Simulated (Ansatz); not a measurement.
Geometry relaxation, with input and output: CH6OSSi

- system: CH6OSSi
- method: RKS PBE0-D4/def2-TZVP (Ansatz 0.2.0)

The geometry: PBE-D4/def2-SVP start. Figures and captions count atoms from 1; the log counts them from 0 in places.

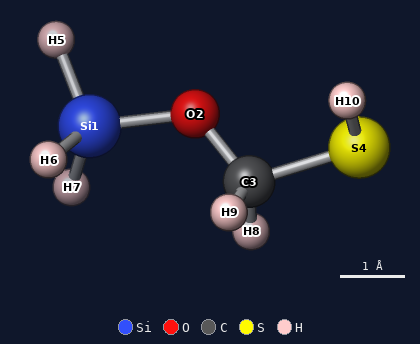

*The input geometry (ball-and-stick view, seen at a tilt; atoms are numbered from 1 in the order of the input).*

Bond lengths as drawn: C–H 1.11 to 1.12 Å, C–O 1.41 Å, C–S 1.82 Å, H–S 1.36 Å, H–Si 1.50 to 1.51 Å and O–Si 1.69 Å.

Summary:

```tsv
quantity	value
outcome	converged
total energy	−21886.6773 eV
mean-field energy	−21886.5100 eV
dispersion energy	−0.1674 eV
SCF solution under orbital rotations	stable
largest force (length of the vector) at the end	0.004 eV/Å
dipole moment	1.56 D
hardware	2 threads of INTEL XEON PLATINUM @ 2.30GHz, 23 GiB of memory available, shared host
wall time	16 s (CPU time 29 s)
peak memory	0.41 GiB
```

Input file:
```yaml
crystal:
  periodic: [false, false, false]
  atoms:
    - {symbol: Si, position_ang: [0.141656, 1.656098, -0.204963]}
    - {symbol: O, position_ang: [-0.139682, 0.039524, -0.599911]}
    - {symbol: C, position_ang: [-0.250835, -0.971168, 0.372798]}
    - {symbol: S, position_ang: [-0.556666, -2.605924, -0.374508]}
    - {symbol: H, position_ang: [0.212311, 2.386426, -1.509343]}
    - {symbol: H, position_ang: [1.437397, 1.806739, 0.553264]}
    - {symbol: H, position_ang: [-0.974026, 2.205081, 0.648430]}
    - {symbol: H, position_ang: [-1.126381, -0.813175, 1.045567]}
    - {symbol: H, position_ang: [0.661375, -1.026555, 1.010370]}
    - {symbol: H, position_ang: [0.677851, -2.728246, -0.938904]}
basis:
  gaussian: {orbitals: def2-TZVP}
hamiltonian: {xc: pbe0, dispersion: d4}
relax: {f_tol: 0.005, max_steps: 150}
```

Command:
```bash
ansatz run in.yaml --threads 2 --pin off --events-out ev --progress --plain --max-ram 4352MiB
```

Log:
```
Functional definition: PBE0
  name "PBE0"
  cite "Adamo & Barone, J. Chem. Phys. 110, 6158 (1999) doi:10.1063/1.478522"
  cite "Perdew, Burke & Ernzerhof, Phys. Rev. Lett. 77, 3865 (1996) doi:10.1103/PhysRevLett.77.3865"
  parent pbe
  parameter a = 0.25
  parameter kappa = 0.804
  parameter beta = 0.06672455060314922
  exchange = (1 - a)*pbe_x(kappa = kappa, mu = beta*pi^2/3) + a*exact_x
  correlation = pbe_c(beta = beta)
1134 factors; their error is unknown
mean field evaluation 1: about -21882.2126 eV, gradient 4.7e1 eV
mean field evaluation 2: about -21873.6095 eV, gradient 8.2e1 eV
mean field evaluation 4: about -21886.3670 eV, gradient 3.9e0 eV
mean field evaluation 8: about -21886.3972 eV, gradient 3.6e-2 eV
mean field evaluation 16: about -21886.4531 eV, gradient 2.5e-5 eV
mean field -21886.45306532 eV, -804.3123149797 hartree, gradient 2.5e-5 eV, S^2 0.000000; 0 other end points of the search recorded, 0 dependent functions left out
the calculation of the forces begins
reference -21886.45309836 eV, -804.3123161940 hartree; 25, 25 occupied and 147, 147 virtual orbitals, 1134 factors
relax step   1: F+E_penalty+E_count = -21886.61870337 eV  Δ(F+E_penalty+E_count) = +0.000e0 eV  max|allowed force component| = 6.635e-1 eV/Å  Δτ_max = 0.0000 Å  (27 SCF iters, accepted)
these checks for a lower state are left out or cut short: starts, cluster_reference, orbital_swaps, neighbouring_geometries, increment
1134 factors; their error is unknown
mean field -21886.49933053 eV, -804.3140151949 hartree, gradient 1.5e-5 eV, S^2 0.000000; 0 other end points of the search recorded, 0 dependent functions left out
the calculation of the forces begins
reference -21886.49936333 eV, -804.3140164004 hartree; 25, 25 occupied and 147, 147 virtual orbitals, 1134 factors
relax step   2: F+E_penalty+E_count = -21886.66607011 eV  Δ(F+E_penalty+E_count) = -4.737e-2 eV  max|allowed force component| = 5.281e-1 eV/Å  Δτ_max = 0.0336 Å  (32 SCF iters, accepted)
these checks for a lower state are left out or cut short: starts, cluster_reference, orbital_swaps, neighbouring_geometries, increment
1134 factors; their error is unknown
mean field -21886.50922191 eV, -804.3143786964 hartree, gradient 1.5e-5 eV, S^2 0.000000; 0 other end points of the search recorded, 0 dependent functions left out
the calculation of the forces begins
reference -21886.50925456 eV, -804.3143798962 hartree; 25, 25 occupied and 147, 147 virtual orbitals, 1134 factors
relax step   3: F+E_penalty+E_count = -21886.67664290 eV  Δ(F+E_penalty+E_count) = -1.057e-2 eV  max|allowed force component| = 1.114e-1 eV/Å  Δτ_max = 0.0218 Å  (32 SCF iters, accepted)
these checks for a lower state are left out or cut short: starts, cluster_reference, orbital_swaps, neighbouring_geometries, increment
1134 factors; their error is unknown
mean field evaluation 32: about -21886.4550 eV, gradient 4.6e-1 eV
mean field -21886.50973017 eV, -804.3143973746 hartree, gradient 1.5e-5 eV, S^2 0.000000; 0 other end points of the search recorded, 0 dependent functions left out
the calculation of the forces begins
reference -21886.50976280 eV, -804.3143985738 hartree; 25, 25 occupied and 147, 147 virtual orbitals, 1134 factors
relax step   4: F+E_penalty+E_count = -21886.67716151 eV  Δ(F+E_penalty+E_count) = -5.186e-4 eV  max|allowed force component| = 6.393e-2 eV/Å  Δτ_max = 0.0112 Å  (32 SCF iters, accepted)
these checks for a lower state are left out or cut short: starts, cluster_reference, orbital_swaps, neighbouring_geometries, increment
1134 factors; their error is unknown
mean field -21886.50987809 eV, -804.3144028106 hartree, gradient 1.5e-5 eV, S^2 0.000000; 0 other end points of the search recorded, 0 dependent functions left out
the calculation of the forces begins
reference -21886.50991072 eV, -804.3144040098 hartree; 25, 25 occupied and 147, 147 virtual orbitals, 1134 factors
relax step   5: F+E_penalty+E_count = -21886.67727915 eV  Δ(F+E_penalty+E_count) = -1.176e-4 eV  max|allowed force component| = 1.739e-2 eV/Å  Δτ_max = 0.0070 Å  (32 SCF iters, accepted)
these checks for a lower state are left out or cut short: starts, cluster_reference, orbital_swaps, neighbouring_geometries, increment
1134 factors; their error is unknown
mean field -21886.50992467 eV, -804.3144045223 hartree, gradient 1.5e-5 eV, S^2 0.000000; 0 other end points of the search recorded, 0 dependent functions left out
the calculation of the forces begins
reference -21886.50995730 eV, -804.3144057216 hartree; 25, 25 occupied and 147, 147 virtual orbitals, 1134 factors
relax step   6: F+E_penalty+E_count = -21886.67729614 eV  Δ(F+E_penalty+E_count) = -1.699e-5 eV  max|allowed force component| = 4.110e-3 eV/Å  Δτ_max = 0.0028 Å  (33 SCF iters, accepted)
1134 factors; their error is unknown
mean field evaluation 64: about -21886.5099 eV, gradient 3.4e-2 eV
```

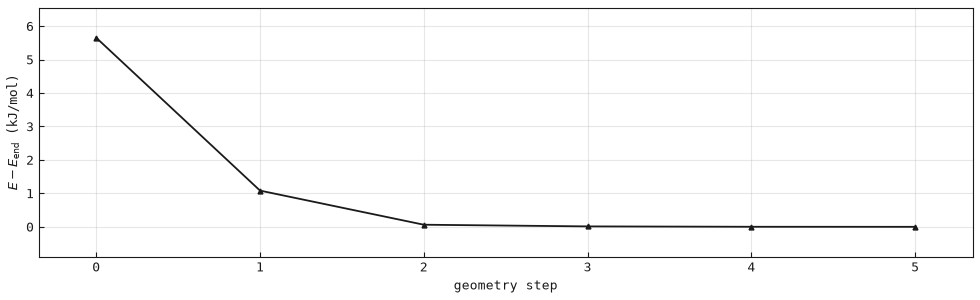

*Progress of the relaxation, step by step (the first geometry is step 0 here and step 1 in the log).*

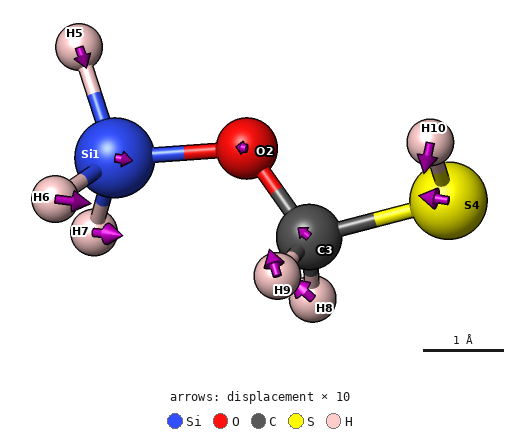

*The starting structure with the displacements as pink arrows, magnified 10 times (ball-and-stick view, seen at a tilt). The two geometries are laid on each other by the best rigid fit.*

After 5 geometry steps the energy has fallen by 5.65 kJ/mol. The largest force component goes from 0.66 to 0.0041 eV/Å. The largest move after the best rigid fit is that of H6, 0.047 Å. By element the largest moves are H 0.047 Å, S 0.041 Å, Si 0.024 Å, C 0.019 Å, O 0.016 Å. Among the contacts that change: Si1–O2 1.688 → 1.649 Å, C3–S4 1.823 → 1.798 Å, S4–H10 1.363 → 1.343 Å, C3–H9 1.114 → 1.095 Å. (Atoms are counted from 1 in the order of the input.)

```
mean field -21886.50992467 eV, -804.3144045223 hartree, gradient 4.6e-5 eV, S^2 0.000000; 1 other end points of the search recorded, 0 dependent functions left out
the calculation of the forces begins
reference -21886.50995730 eV, -804.3144057216 hartree; 25, 25 occupied and 147, 147 virtual orbitals, 1134 factors
Total energy: -21886.67732878 eV, -804.3205565098 hartree
Atom 0 at     0.135726     1.632872    -0.205137 Å, force     0.000350     0.001945    -0.000520 eV/Å
Atom 1 at    -0.139493     0.055515    -0.600053 Å, force     0.001582    -0.000206     0.004110 eV/Å
Atom 2 at    -0.245312    -0.955032     0.363495 Å, force    -0.001320     0.000196     0.001033 eV/Å
Atom 3 at    -0.553054    -2.565173    -0.374832 Å, force     0.001479    -0.000143    -0.001306 eV/Å
Atom 4 at     0.206574     2.372741    -1.483953 Å, force    -0.000672    -0.001375    -0.000334 eV/Å
Atom 5 at     1.412839     1.766492     0.549625 Å, force    -0.000714     0.000728    -0.000499 eV/Å
Atom 6 at    -0.964603     2.160814     0.647822 Å, force     0.000823    -0.000552    -0.000045 eV/Å
Atom 7 at    -1.102165    -0.786177     1.026352 Å, force     0.000469     0.000225    -0.001385 eV/Å
Atom 8 at     0.659483    -1.007649     0.977354 Å, force    -0.000759    -0.000913    -0.001599 eV/Å
Atom 9 at     0.673004    -2.725604    -0.897873 Å, force    -0.001237     0.000094     0.000544 eV/Å
Dipole moment:     0.193394     0.153417     0.212039 e Å
```

Trajectory as extended XYZ (Å, eV, eV/Å), 6 frames, from step=1 to step=6:
```
10
Properties=species:S:1:pos:R:3:forces:R:3 step=1 energy=-21886.61870
Si    0.1417    1.6561   -0.2050   -0.1083  -0.6241  -0.1335
O    -0.1397    0.0395   -0.5999    0.1204   0.6635   0.4944
C    -0.2508   -0.9712    0.3728   -0.0247  -0.0804   0.3653
S    -0.5567   -2.6059   -0.3745    0.5866   0.4447  -0.0385
H     0.2123    2.3864   -1.5093   -0.0199  -0.1817   0.2730
H     1.4374    1.8067    0.5533   -0.3084  -0.0767  -0.1706
H    -0.9740    2.2051    0.6484    0.2526  -0.1658  -0.1917
H    -1.1264   -0.8132    1.0456    0.4411  -0.0298  -0.4002
H     0.6614   -1.0266    1.0104   -0.4736   0.0308  -0.4066
H     0.6779   -2.7282   -0.9389   -0.4659   0.0196   0.2084
10
Properties=species:S:1:pos:R:3:forces:R:3 step=2 energy=-21886.66607
Si    0.1398    1.6445   -0.2034   -0.0931  -0.5281  -0.1374
O    -0.1398    0.0447   -0.5981    0.0880   0.5171   0.2285
C    -0.2485   -0.9572    0.3739   -0.0054  -0.1534   0.0241
S    -0.5498   -2.5794   -0.3735    0.2038   0.1785   0.0272
H     0.2097    2.3644   -1.4976   -0.0004  -0.0168   0.0759
H     1.4204    1.7778    0.5521   -0.0664  -0.0044  -0.0389
H    -0.9668    2.1744    0.6460    0.0578  -0.0231  -0.0426
H    -1.1142   -0.7937    1.0359    0.1395  -0.0163  -0.1193
H     0.6580   -1.0128    0.9950   -0.1465   0.0217  -0.1099
H     0.6741   -2.7139   -0.9276   -0.1773   0.0248   0.0925
10
Properties=species:S:1:pos:R:3:forces:R:3 step=3 energy=-21886.67664
Si    0.1367    1.6317   -0.2035   -0.0166  -0.0772  -0.0578
O    -0.1399    0.0524   -0.6007    0.0186   0.0917   0.0159
C    -0.2449   -0.9524    0.3657   -0.0475  -0.1114  -0.0143
S    -0.5511   -2.5678   -0.3693    0.0220   0.0523   0.0127
H     0.2086    2.3636   -1.4856    0.0028   0.0240  -0.0075
H     1.4128    1.7633    0.5507    0.0157   0.0044   0.0139
H    -0.9647    2.1594    0.6457   -0.0115   0.0092   0.0152
H    -1.1032   -0.7872    1.0261   -0.0178   0.0261   0.0244
H     0.6583   -1.0056    0.9804    0.0247   0.0087   0.0112
H     0.6704   -2.7086   -0.9067    0.0095  -0.0279  -0.0138
10
Properties=species:S:1:pos:R:3:forces:R:3 step=4 energy=-21886.67716
Si    0.1360    1.6313   -0.2052   -0.0007   0.0033  -0.0104
O    -0.1402    0.0540   -0.6003    0.0015   0.0251  -0.0037
C    -0.2458   -0.9528    0.3653    0.0047  -0.0639  -0.0064
S    -0.5499   -2.5662   -0.3711   -0.0198   0.0115   0.0092
H     0.2082    2.3688   -1.4851    0.0004   0.0057  -0.0005
H     1.4117    1.7637    0.5512    0.0069   0.0015   0.0008
H    -0.9642    2.1596    0.6469   -0.0058   0.0033   0.0021
H    -1.1032   -0.7848    1.0274   -0.0044   0.0000  -0.0005
H     0.6586   -1.0051    0.9794    0.0071   0.0082   0.0053
H     0.6717   -2.7197   -0.9057    0.0099   0.0054   0.0039
10
Properties=species:S:1:pos:R:3:forces:R:3 step=5 energy=-21886.67728
Si    0.1357    1.6321   -0.2054    0.0014   0.0116   0.0004
O    -0.1401    0.0550   -0.6004    0.0015   0.0040   0.0000
C    -0.2453   -0.9543    0.3638   -0.0014  -0.0174   0.0080
S    -0.5523   -2.5653   -0.3734    0.0009  -0.0002  -0.0020
H     0.2074    2.3721   -1.4841   -0.0007  -0.0018   0.0009
H     1.4124    1.7651    0.5503   -0.0011   0.0002  -0.0017
H    -0.9647    2.1604    0.6474    0.0012  -0.0009  -0.0011
H    -1.1023   -0.7860    1.0269    0.0031   0.0018  -0.0034
H     0.6596   -1.0067    0.9776   -0.0029   0.0024  -0.0030
H     0.6727   -2.7236   -0.8998   -0.0019   0.0002   0.0019
10
Properties=species:S:1:pos:R:3:forces:R:3 step=6 energy=-21886.67730
Si    0.1357    1.6329   -0.2051    0.0003   0.0019  -0.0005
O    -0.1395    0.0555   -0.6001    0.0016  -0.0002   0.0041
C    -0.2453   -0.9550    0.3635   -0.0013   0.0002   0.0010
S    -0.5531   -2.5652   -0.3748    0.0015  -0.0001  -0.0013
H     0.2066    2.3727   -1.4840   -0.0007  -0.0014  -0.0003
H     1.4128    1.7665    0.5496   -0.0007   0.0007  -0.0005
H    -0.9646    2.1608    0.6478    0.0008  -0.0006   0.0000
H    -1.1022   -0.7862    1.0264    0.0005   0.0002  -0.0014
H     0.6595   -1.0076    0.9774   -0.0008  -0.0009  -0.0016
H     0.6730   -2.7256   -0.8979   -0.0012   0.0001   0.0005
```

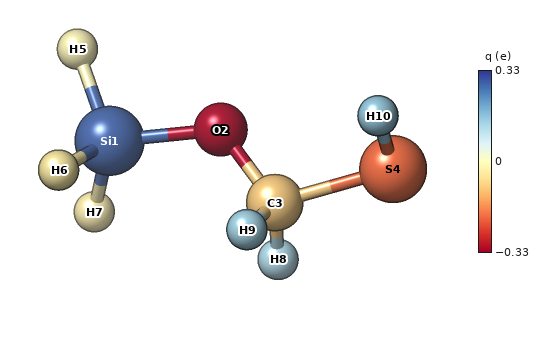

*Mulliken charges, as the colour of each atom (ball-and-stick view, seen at a tilt; atoms are numbered from 1 in the order of the input).*

By element: Si +0.28, O −0.32, C −0.09, S −0.20 and H −0.04 to +0.15 e.
